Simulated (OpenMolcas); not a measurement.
# C4H10S: single-point calculation (part 1 of 2)

C4H10S, computed with HF/3-21G, RHF (OpenMolcas 26.06).

A bond length was changed on purpose from its optimised value.

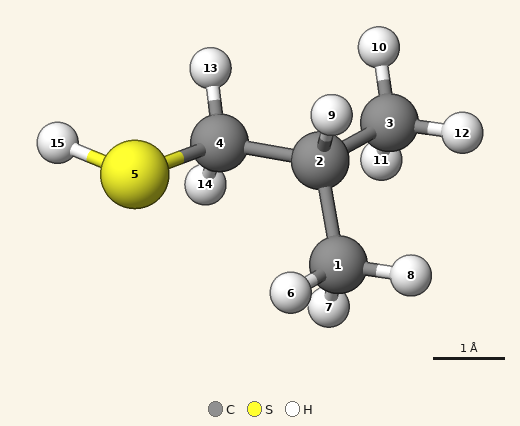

**Figure 1.** The input geometry (ball-and-stick view, seen at a tilt; atoms are numbered from 1 in the order of the input).

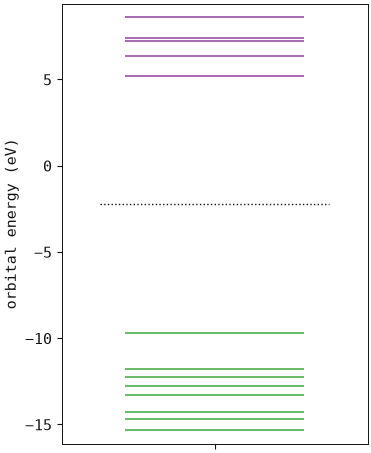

**Figure 2.** Orbital energies near the frontier; the dotted line parts filled from empty levels, and levels within 0.02 eV of each other stand side by side. Highest filled −9.68 eV, lowest empty 5.21 eV, 14.89 eV apart.

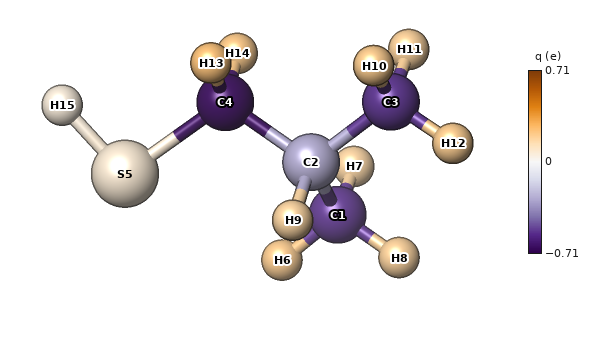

**Figure 3.** Mulliken charges, as the colour of each atom (ball-and-stick view, seen at a tilt; atoms are numbered from 1 in the order of the input). By element: C −0.67 to −0.28, S +0.08 and H +0.06 to +0.25 e.

These pictures come from the run below.

### The input
```
* C4H10S Hartree-Fock
&GATEWAY
BASLIB
$CurrDir
COORD
15
angstrom
C       -1.117604      -0.764949       0.755092
C        0.170696      -0.113149       0.274792
C        1.202296      -1.165749      -0.107008
C       -0.063804       0.818051      -0.908108
S       -1.140004       2.204251      -0.431808
H       -1.860604      -0.025849       1.060992
H       -1.560904      -1.371549      -0.041108
H       -0.924404      -1.421049       1.606992
H        0.643000       0.580300       1.217100
H        2.145896      -0.710149      -0.417508
H        0.838896      -1.783849      -0.934008
H        1.410396      -1.829649       0.735292
H        0.889496       1.220751      -1.255008
H       -0.526904       0.264051      -1.729408
H       -1.042604       2.882151      -1.585308
BASIS
3-21G
GROUP
NoSym
&SEWARD
&SCF
THRESHOLDS
1e-10 1e-07 1e-07 1e-05
PRORBITALS
1 2
```

Run as:
```bash
export MOLCAS_MEM=1860
pymolcas test.input > test.log
```

### The program's output
```
--- Start Module: gateway ---

                                              &GATEWAY

                       available to each process: 1.9 GB of memory, 1 thread

 Basis Set     1 Label: C.3-21G
 Basis set is read from library:.
 basistype.tbl is not found

 Basis Set     2 Label: S.3-21G
 Basis set is read from library:.
 basistype.tbl is not found

 Basis Set     3 Label: H.3-21G
 Basis set is read from library:.
 basistype.tbl is not found

++    Symmetry information:
      ---------------------

                    Character Table for C1

                             E
                    a        1  x, y, xy, Rz, z, xz, Ry, yz, Rx, I
--

++    Basis set information:
      ----------------------

      Basis set label: C.3-21G.........

      Electronic valence basis set:
      ------------------
      Associated Effective Charge   6.000000 au
      Associated Actual Charge      6.000000 au
      Nuclear Model: Point charge

      Shell  nPrim  nBasis  Cartesian Spherical Contaminant
         s       6       3        X
         p       3       2        X

      Basis set label: S.3-21G.........

      Electronic valence basis set:
      ------------------
      Associated Effective Charge  16.000000 au
      Associated Actual Charge     16.000000 au
      Nuclear Model: Point charge

      Shell  nPrim  nBasis  Cartesian Spherical Contaminant
         s       9       4        X
         p       6       3        X

      Basis set label: H.3-21G.........

      Electronic valence basis set:
      ------------------
      Associated Effective Charge   1.000000 au
      Associated Actual Charge      1.000000 au
      Nuclear Model: Point charge

      Shell  nPrim  nBasis  Cartesian Spherical Contaminant
         s       3       2        X
--

++    Molecular structure info:
      -------------------------

                    ************************************************
                    **** Cartesian Coordinates / bohr, angstrom ****
                    ************************************************

     Center  Label                x              y              z                     x              y              z
        1      C1              -2.111965      -1.445544       1.426917             -1.117604      -0.764949       0.755092
        2      C2               0.322569      -0.213821       0.519282              0.170696      -0.113149       0.274792
        3      C3               2.272010      -2.202946      -0.202216              1.202296      -1.165749      -0.107008
        4      C4              -0.120572       1.545892      -1.716075             -0.063804       0.818051      -0.908108
        5      S5              -2.154295       4.165431      -0.815999             -1.140004       2.204251      -0.431808
        6      H6              -3.516032      -0.048848       2.004984             -1.860604      -0.025849       1.060992
        7      H7              -2.949681      -2.591852      -0.077683             -1.560904      -1.371549      -0.041108
        8      H8              -1.746870      -2.685393       3.036775             -0.924404      -1.421049       1.606992
        9      H9               1.215094       1.096608       2.299986              0.643000       0.580300       1.217100
       10      H10              4.055156      -1.341987      -0.788976              2.145896      -0.710149      -0.417508
       11      H11              1.585284      -3.370986      -1.765019              0.838896      -1.783849      -0.934008
       12      H12              2.665262      -3.457536       1.389501              1.410396      -1.829649       0.735292
       13      H13              1.680904       2.306885      -2.371621              0.889496       1.220751      -1.255008
       14      H14             -0.995704       0.498984      -3.268107             -0.526904       0.264051      -1.729408
       15      H15             -1.970236       5.446476      -2.995798             -1.042604       2.882151      -1.585308

                    ***************************************
                    *    InterNuclear Distances / bohr    *
                    ***************************************

               1 C1            2 C2            3 C3            4 C4            5 S5            6 H6
    1 C1       0.000000
    2 C2       2.875396        0.000000
    3 C3       4.737824        2.877065        0.000000
    4 C4       4.774174        2.879199        4.697873        0.000000
    5 S5       6.042806        5.205350        7.779790        3.436299        0.000000
    6 H6       2.063086        4.119391        6.558453        5.283808        5.250944        0.000000
    7 H7       2.068722        4.088890        5.237635        5.273435        6.843875        3.335435
    8 H8       2.064501        4.090113        5.184131        6.567969        7.870429        3.338547
    9 H9       4.277162        2.384267        4.273774        4.256126        5.520853        4.876745
   10 H10      6.553952        4.112968        2.065223        5.161014        8.299980        8.173207
   11 H11      5.250280        4.096361        2.068397        5.204616        8.466562        7.160513
   12 H12      5.183764        4.094775        2.064510        6.514581        9.284502        7.085645
   13 H13      6.549464        4.068950        5.039276        2.062563        4.536839        7.191126
   14 H14      5.202930        4.073113        5.232406        2.066562        4.560483        5.870065
   15 H15      8.190265        7.046396        9.182288        4.502610        2.535050        7.589196

               7 H7            8 H8            9 H9           10 H10          11 H11          12 H12
    7 H7       0.000000
    8 H8       3.339963        0.000000
    9 H9       6.050074        4.860003        0.000000
   10 H10      7.150933        7.078461        4.853286        0.000000
   11 H11      4.901026        5.884770        6.051504        3.342120        0.000000
   12 H12      5.867676        4.772487        4.865408        3.339627        3.335392        0.000000
   13 H13      7.120540        8.119312        4.848264        4.632074        5.710983        6.952952
   14 H14      4.852845        7.103242        6.020668        5.920005        4.888501        7.123906
   15 H15      8.607521       10.127642        7.557314        9.341233        9.586666       10.954456

              13 H13          14 H14          15 H15
   13 H13      0.000000
   14 H14      3.352078        0.000000
   15 H15      4.855662        5.049905        0.000000

                    *******************************************
                    *    InterNuclear Distances / angstrom    *
                    *******************************************

               1 C1            2 C2            3 C3            4 C4            5 S5            6 H6
    1 C1       0.000000
    2 C2       1.521594        0.000000
    3 C3       2.507148        1.522477        0.000000
    4 C4       2.526384        1.523606        2.486007        0.000000
    5 S5       3.197715        2.754553        4.116888        1.818411        0.000000
    6 H6       1.091738        2.179888        3.470584        2.796071        2.778680        0.000000
    7 H7       1.094720        2.163747        2.771637        2.790582        3.621622        1.765036
    8 H8       1.092487        2.164394        2.743324        3.475619        4.164852        1.766683
    9 H9       2.263376        1.261700        2.261584        2.252245        2.921509        2.580663
   10 H10      3.468202        2.176489        1.092869        2.731091        4.392160        4.325075
   11 H11      2.778328        2.167701        1.094548        2.754164        4.480312        3.789181
   12 H12      2.743130        2.166861        1.092492        3.447368        4.913147        3.749562
   13 H13      3.465827        2.153195        2.666670        1.091461        2.400792        3.805380
   14 H14      2.753272        2.155399        2.768870        1.093577        2.413303        3.106305
   15 H15      4.334101        3.728792        4.859058        2.382679        1.341491        4.016029

               7 H7            8 H8            9 H9           10 H10          11 H11          12 H12
    7 H7       0.000000
    8 H8       1.767432        0.000000
    9 H9       3.201561        2.571803        0.000000
   10 H10      3.784111        3.745760        2.568248        0.000000
   11 H11      2.593511        3.114086        3.202318        1.768574        0.000000
   12 H12      3.105040        2.525491        2.574663        1.767254        1.765013        0.000000
   13 H13      3.768028        4.296555        2.565591        2.451188        3.022122        3.679344
   14 H14      2.568015        3.758874        3.186000        3.132732        2.586883        3.769809
   15 H15      4.554904        5.359317        3.999159        4.943168        5.073045        5.796849

              13 H13          14 H14          15 H15
   13 H13      0.000000
   14 H14      1.773843        0.000000
   15 H15      2.569505        2.672295        0.000000

                    **************************************
                    *    Valence Bond Angles / degree    *
                    **************************************
                          Atom centers                 Phi
                      2 C2       1 C1       6 H6       112.00
                      2 C2       1 C1       7 H7       110.53
                      2 C2       1 C1       8 H8       110.71
                      6 H6       1 C1       7 H7       107.66
                      6 H6       1 C1       8 H8       107.97
                      7 H7       1 C1       8 H8       107.82
                      1 C1       2 C2       3 C3       110.90
                      1 C1       2 C2       4 C4       112.12
                      1 C1       2 C2       9 H9       108.46
                      3 C3       2 C2       4 C4       109.40
                      3 C3       2 C2       9 H9       108.28
                      4 C4       2 C2       9 H9       107.55
                      2 C2       3 C3      10 H10      111.60
                      2 C2       3 C3      11 H11      110.79
                      2 C2       3 C3      12 H12      110.85
                     10 H10      3 C3      11 H11      107.90
                     10 H10      3 C3      12 H12      107.93
                     11 H11      3 C3      12 H12      107.61
                      2 C2       4 C4      13 H13      109.74
                      2 C2       4 C4      14 H14      109.79
                     13 H13      4 C4      14 H14      108.55

           ***************************************************************
           *              Valence Dihedral Angles / degree               *
           ***************************************************************
                    Atom centers                       Phi1     Phi2     Theta
           6 H6       1 C1       2 C2       9 H9        112.00   108.46    59.59
           7 H7       1 C1       2 C2       9 H9        110.53   108.46   179.63
           8 H8       1 C1       2 C2       9 H9        110.71   108.46   -60.97
           3 C3       2 C2       1 C1       6 H6        110.90   112.00   178.36
           3 C3       2 C2       1 C1       7 H7        110.90   110.53   -61.60
           3 C3       2 C2       1 C1       8 H8        110.90   110.71    57.80
           4 C4       2 C2       1 C1       6 H6        112.12   112.00   -59.02
           4 C4       2 C2       1 C1       7 H7        112.12   110.53    61.02
           4 C4       2 C2       1 C1       8 H8        112.12   110.71  -179.58
           1 C1       2 C2       3 C3      10 H10       110.90   111.60  -177.82
           1 C1       2 C2       3 C3      11 H11       110.90   110.79    61.92
           1 C1       2 C2       3 C3      12 H12       110.90   110.85   -57.48
           4 C4       2 C2       3 C3      10 H10       109.40   111.60    58.00
           4 C4       2 C2       3 C3      11 H11       109.40   110.79   -62.26
           4 C4       2 C2       3 C3      12 H12       109.40   110.85   178.34
           9 H9       2 C2       3 C3      10 H10       108.28   111.60   -58.93
           9 H9       2 C2       3 C3      11 H11       108.28   110.79  -179.20
           9 H9       2 C2       3 C3      12 H12       108.28   110.85    61.40
           1 C1       2 C2       4 C4      13 H13       112.12   109.74  -176.91
           1 C1       2 C2       4 C4      14 H14       112.12   109.79   -57.68
           3 C3       2 C2       4 C4      13 H13       109.40   109.74   -53.45
           3 C3       2 C2       4 C4      14 H14       109.40   109.79    65.78
           9 H9       2 C2       4 C4      13 H13       107.55   109.74    63.94
           9 H9       2 C2       4 C4      14 H14       107.55   109.79  -176.83
--

            Nuclear Potential Energy            234.89401973 au

--- Stop Module: gateway /rc=_RC_ALL_IS_WELL_ ---

--- Start Module: seward ---

                                              &SEWARD

                       available to each process: 1.9 GB of memory, 1 thread

               SEWARD will generate:
                  Multipole Moment integrals up to order  2
                  Kinetic Energy integrals
                  Nuclear Attraction integrals (point charge)
                  One-Electron Hamiltonian integrals
                  Velocity integrals
                  Orbital angular momentum around ( -0.7164   1.1238  -0.3144 )
                  Velocity quadrupole around ( -0.7164   1.1238  -0.3144 )
                  Two-Electron Repulsion integrals

                   Integrals are discarded if absolute value <: 1.00E-14
                   Integral cutoff threshold is set to       <: 1.00E-16

            Nuclear Potential Energy            234.89401973 au

      Basis set specifications :
      Symmetry species         a
      Basis functions           69

--- Stop Module: seward /rc=_RC_ALL_IS_WELL_ ---
--- Module seward spent 1 second ---

--- Start Module: scf ---

                                                &SCF

                       available to each process: 1.9 GB of memory, 1 thread

++    Input section:
      --------------

      Header of the integral files:

      Cartesian coordinates in angstrom:
      -----------------------------------------------------
      No.  Label        X            Y            Z
      -----------------------------------------------------
       1   C1        -1.11760400  -0.76494900   0.75509200
       2   C2         0.17069600  -0.11314900   0.27479200
       3   C3         1.20229600  -1.16574900  -0.10700800
       4   C4        -0.06380400   0.81805100  -0.90810800
       5   S5        -1.14000400   2.20425100  -0.43180800
       6   H6        -1.86060400  -0.02584900   1.06099200
       7   H7        -1.56090400  -1.37154900  -0.04110800
       8   H8        -0.92440400  -1.42104900   1.60699200
       9   H9         0.64300000   0.58030000   1.21710000
      10   H10        2.14589600  -0.71014900  -0.41750800
      11   H11        0.83889600  -1.78384900  -0.93400800
      12   H12        1.41039600  -1.82964900   0.73529200
      13   H13        0.88949600   1.22075100  -1.25500800
      14   H14       -0.52690400   0.26405100  -1.72940800
      15   H15       -1.04260400   2.88215100  -1.58530800
      -----------------------------------------------------
      Nuclear repulsion energy =  234.89401973
--

++    Orbital specifications:
      -----------------------

      Symmetry species               1
                                     a
      Frozen orbitals                0
      Occupied orbitals             25
      Secondary orbitals            44
      Deleted orbitals               0
      Total number of orbitals      69
      Number of basis functions     69
--

      Molecular charge                           0.000

++    Optimization specifications:
      ----------------------------
```
